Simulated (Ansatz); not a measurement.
# C4H12Ge (SMILES CC(C)C[GeH3]) at SVWN5/6-31G(d) (spherical functions)

Aim: the vertical singlet–triplet gap of C4H12Ge at SVWN5/6-31G* (spherical functions), from 2 runs. 

The calculation is run with Ansatz 0.2.0.

35 further runs of the same task are left out: 35 set aside as unsound or not needed.

## 1. The structure to begin with

C4H12Ge has 17 atoms, charge 0, and is taken as a singlet. As SMILES, `CC(C)C[GeH3]`. Geometry: relaxed at PBE0-D4/def2-TZVP. This is one conformer, not always the lowest.

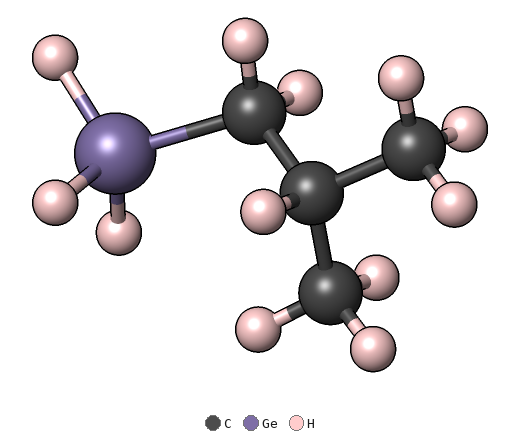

Viewed from a chosen angle; carbon dark grey, germanium purple, hydrogen pink.

## 2. The energy at SVWN5/6-31G(d) (spherical functions)

Contents of job.yaml:

```yaml
crystal:
  periodic: [false, false, false]
  atoms:
    - {symbol: C, position_ang: [-1.065300, 0.017030, 1.152400]}
    - {symbol: C, position_ang: [0.340480, -0.122320, 0.586260]}
    - {symbol: C, position_ang: [1.025400, -1.359130, 1.152850]}
    - {symbol: C, position_ang: [0.339950, -0.164700, -0.940670]}
    - {symbol: Ge, position_ang: [-0.357840, 1.442150, -1.825170]}
    - {symbol: H, position_ang: [-1.552680, 0.937300, 0.820530]}
    - {symbol: H, position_ang: [-1.049160, 0.026690, 2.244940]}
    - {symbol: H, position_ang: [-1.693240, -0.822160, 0.835830]}
    - {symbol: H, position_ang: [0.919680, 0.755880, 0.900570]}
    - {symbol: H, position_ang: [0.479460, -2.264940, 0.870230]}
    - {symbol: H, position_ang: [2.047150, -1.455690, 0.777150]}
    - {symbol: H, position_ang: [1.069230, -1.323890, 2.244770]}
    - {symbol: H, position_ang: [1.359330, -0.310640, -1.311300]}
    - {symbol: H, position_ang: [-0.243350, -1.023440, -1.291830]}
    - {symbol: H, position_ang: [0.040890, 1.437230, -3.312590]}
    - {symbol: H, position_ang: [-1.892890, 1.528870, -1.742710]}
    - {symbol: H, position_ang: [0.232900, 2.701760, -1.161270]}
basis:
  gaussian: {orbitals: 6-31G_st_-spherical.json}
hamiltonian: {xc: {name: SVWN5}}
accuracy: high
output: {orbitals: {seedname: orbitals}}
```

The basis set 6-31G* is read from a file made from the Basis Set Exchange's data (not shown).

Run with:

```
$ ansatz run job.yaml --threads 1 --pin off --max-ram 3480MiB --events-out events.jsonl --progress --plain --runs-dir runs
```

Output:

```text
Warning: RAYON_NUM_THREADS=1 ignored (pool sized by the plan → 1); use --threads N
Functional definition: SVWN5
  name "SVWN5"
  exchange = slater_x
  correlation = vwn5_c
2816 factors; integrals over basis functions are off by at most 2.1e-8 eV
mean field evaluation 1: about -60712.3711 eV, gradient 7.6e1 eV
mean field evaluation 2: about -60686.6834 eV, gradient 1.2e2 eV
mean field evaluation 4: about -60726.3320 eV, gradient 7.6e0 eV
mean field evaluation 8: about -60726.4548 eV, gradient 4.2e-1 eV
mean field evaluation 16: about -60726.4553 eV, gradient 4.5e-5 eV
mean field -60726.45525022 eV, -2231.6560685759 hartree, gradient 3.1e-8 eV, S^2 0.000000; 0 other end points of the search recorded, 0 dependent functions left out
reference -60726.45525435 eV, -2231.6560687277 hartree; 34, 34 occupied and 78, 78 virtual orbitals, 2816 factors
Total energy: -60726.45525435 eV, -2231.6560687277 hartree
```

Wall time 10 s (1 thread of Arm Neoverse V2, shared host); peak memory 0.38 GiB.

## 3. The triplet at the same level

Contents of input.yaml:

```yaml
basis:
  gaussian:
    orbitals: 6-31G_st_-spherical.json
crystal:
  periodic: [false, false, false]
  atoms:
    - symbol: C
      position_ang: [-1.065300, 0.017030, 1.152400]
    - symbol: C
      position_ang: [0.340480, -0.122320, 0.586260]
    - symbol: C
      position_ang: [1.025400, -1.359130, 1.152850]
    - symbol: C
      position_ang: [0.339950, -0.164700, -0.940670]
    - symbol: Ge
      position_ang: [-0.357840, 1.442150, -1.825170]
    - symbol: H
      position_ang: [-1.552680, 0.937300, 0.820530]
    - symbol: H
      position_ang: [-1.049160, 0.026690, 2.244940]
    - symbol: H
      position_ang: [-1.693240, -0.822160, 0.835830]
    - symbol: H
      position_ang: [0.919680, 0.755880, 0.900570]
    - symbol: H
      position_ang: [0.479460, -2.264940, 0.870230]
    - symbol: H
      position_ang: [2.047150, -1.455690, 0.777150]
    - symbol: H
      position_ang: [1.069230, -1.323890, 2.244770]
    - symbol: H
      position_ang: [1.359330, -0.310640, -1.311300]
    - symbol: H
      position_ang: [-0.243350, -1.023440, -1.291830]
    - symbol: H
      position_ang: [0.040890, 1.437230, -3.312590]
    - symbol: H
      position_ang: [-1.892890, 1.528870, -1.742710]
    - symbol: H
      position_ang: [0.232900, 2.701760, -1.161270]
magnetization:
  spin_polarized: true
  initial_magnetization: 2
hamiltonian:
  xc: {name: SVWN5}
accuracy: high
output: {orbitals: {seedname: orbitals}}
```

The basis set 6-31G* is read from a file made from the Basis Set Exchange's data (not shown).

Run with:

```
$ ansatz run input.yaml --threads 1 --pin off --max-ram 3480MiB --events-out events.jsonl --progress --plain --runs-dir runs
```

Output:

```text
Warning: RAYON_NUM_THREADS=1 ignored (pool sized by the plan → 1); use --threads N
Functional definition: SVWN5
  name "SVWN5"
  exchange = slater_x
  correlation = vwn5_c
2816 factors; integrals over basis functions are off by at most 2.1e-8 eV
mean field evaluation 1: about -60701.1605 eV, gradient 5.8e1 eV
mean field evaluation 2: about -60626.3719 eV, gradient 1.2e2 eV
mean field evaluation 4: about -60711.2293 eV, gradient 2.8e1 eV
mean field evaluation 8: about -60719.2483 eV, gradient 1.5e0 eV
mean field evaluation 16: about -60719.2619 eV, gradient 5.8e-3 eV
mean field evaluation 32: about -60719.2619 eV, gradient 4.5e-8 eV
mean field evaluation 64: about -60718.0777 eV, gradient 3.3e0 eV
mean field evaluation 96: about -60719.1931 eV, gradient 1.5e0 eV
mean field -60719.26189548 eV, -2231.3917176649 hartree, gradient 4.5e-8 eV, S^2 2.001412; 6 other end points of the search recorded, 0 dependent functions left out
reference -60719.26189956 eV, -2231.3917178151 hartree; 35, 33 occupied and 77, 79 virtual orbitals, 2816 factors
Total energy: -60719.26189956 eV, -2231.3917178151 hartree
```

Run time: 23 s. Hardware: 1 thread of Arm Neoverse V2, shared host; peak memory 0.46 GiB.

## 4. Summary of results

At SVWN5/6-31G* (spherical functions):

```
                                        quantity           value
                           singlet: total energy  -2231.65607 Eh
                            singlet: HOMO energy        -6.91 eV
                            singlet: LUMO energy         0.40 eV
                          singlet: HOMO–LUMO gap         7.31 eV
                           triplet: total energy  -2231.39172 Eh
     triplet: HOMO energy (highest over α and β)        -0.40 eV
                                   triplet: ⟨S²⟩           2.001
vertical energy of the triplet above the singlet        7.193 eV
```

**Reading.** At this shape the triplet lies 7.19 eV (166 kcal/mol) above the singlet.
